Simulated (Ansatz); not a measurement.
C₂H₅AlFNS

Input file:

```
crystal:
  periodic: [false, false, false]
  atoms:
    - { symbol: C, position_ang: [-1.7617, 0.3602, -0.85] }
    - { symbol: S, position_ang: [-1.1205, 0.6995, 0.7943] }
    - { symbol: C, position_ang: [0.3351, -0.3147, 0.5092] }
    - { symbol: F, position_ang: [0.2393, -1.6338, 0.1834] }
    - { symbol: "N", position_ang: [1.3661, 0.3459, -0.3412] }
    - { symbol: Al, position_ang: [1.9162, 0.1584, 1.5272] }
    - { symbol: H, position_ang: [-1.9914, -0.6738, -0.997] }
    - { symbol: H, position_ang: [-1.0642, 0.7724, -1.6486] }
    - { symbol: H, position_ang: [-2.05218, 1.53819, 1.37134] }
    - { symbol: H, position_ang: [1.9121, -0.3634, -0.8286] }
    - { symbol: H, position_ang: [2.9912, -0.3928, 2.5916] }
basis:
  gaussian: { orbitals: def2-SVP }
hamiltonian:
  xc: pbe0
  dispersion: d4
relax:
  f_tol: 0.02
  max_steps: 50
output:
  orbitals: {}
```

Command:

```sh
ansatz run input.yaml --threads 2 --pin off --max-ram 3072MiB --backend cpu --events-out ev --progress --plain --runs-dir out
```

The fields are those of the relaxed geometry.

Method: RKS PBE0-D4/def2-SVP in Ansatz.

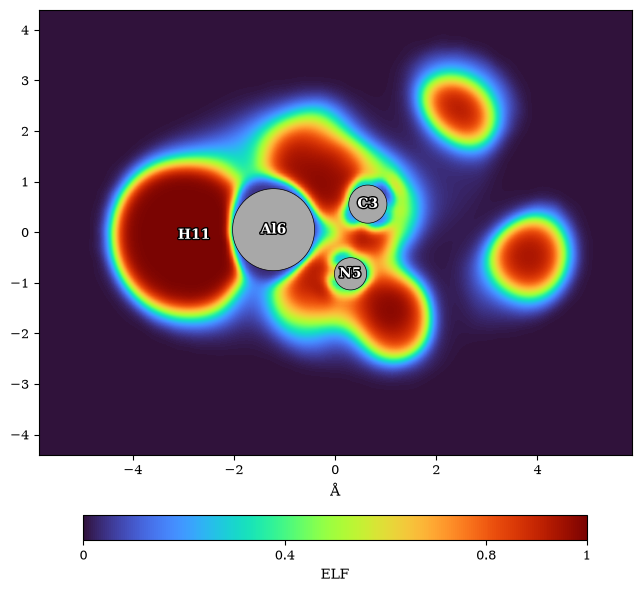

Figure 1. Electron localisation function on the plane of atoms C3, Al6 and H11. Grey discs cover the atomic cores.

Question: Interpret the plot.

Answer:
- The plane passes through C, N, Al and H nuclei.
- C–N (1.42 Å): the ELF peaks at about 0.90 between the atoms: a shared electron pair.
- Al–N (1.75 Å): the ELF peaks at about 0.80 in the valence shell of N, 0.6 Å from its nucleus, and is about 0.35 at the midpoint.
- C–Al (1.93 Å): the ELF peaks at about 0.80 in the valence shell of C, 0.7 Å from its nucleus, and is about 0.50 at the midpoint.

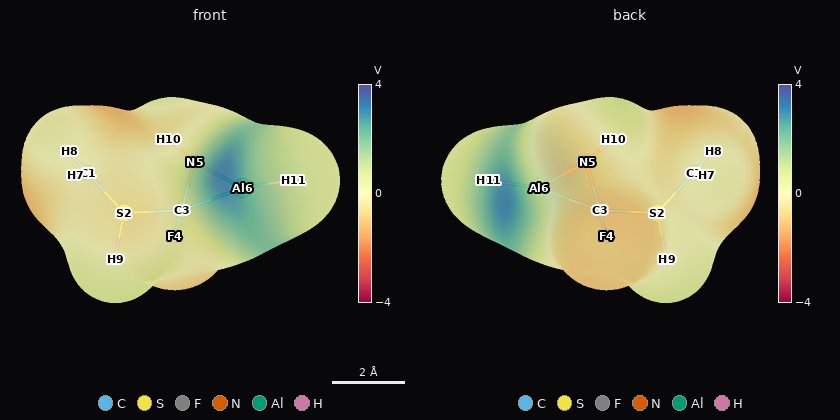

Figure 2. The molecular electrostatic potential painted on the density surface at 0.002 e/bohr³, seen from the front and from behind; the colour scale runs from red (negative) to blue (positive).

Question: Where is the surface potential most negative and most positive?

Answer: The most negative region (about −1.3 V) lies over the π face of C1, the most positive (about +3.2 V) over Al6.

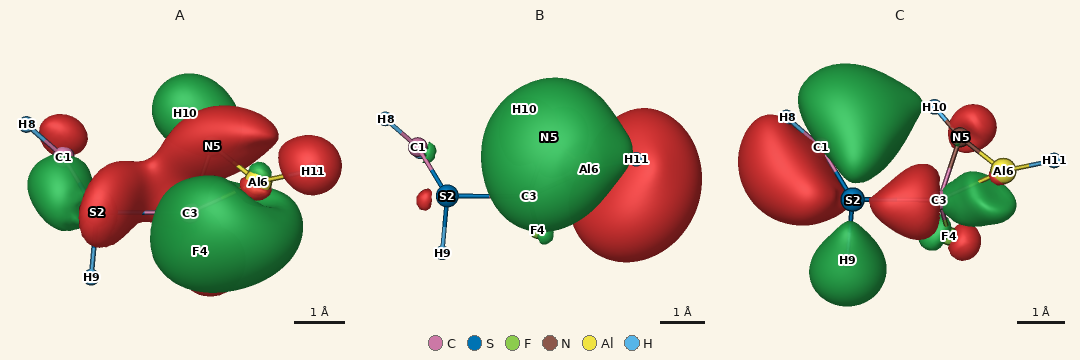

Figure 3. Three frontier orbitals at ±0.08 Å⁻³ᐟ² (green and red are the two phases), in no order.

Question: Order the three orbitals by energy and name them.

Answer: A is the HOMO−1 (−7.31 eV). Its weight (Hirshfeld) is mainly on C3 (about 35 %), Al6 (about 20 %), F4 (about 15 %) and N5 (about 15 %). C is the HOMO (−5.13 eV). It lies mainly on C1 (about 55 %), S2 (about 15 %) and C3 (about 5 %). B is the LUMO (−1.21 eV). By Hirshfeld shares it lies mainly on Al6 (about 75 %), N5 (about 10 %) and H11 (about 5 %).

Question: What is the HOMO–LUMO gap?

Answer: 3.92 eV between the orbital energies.
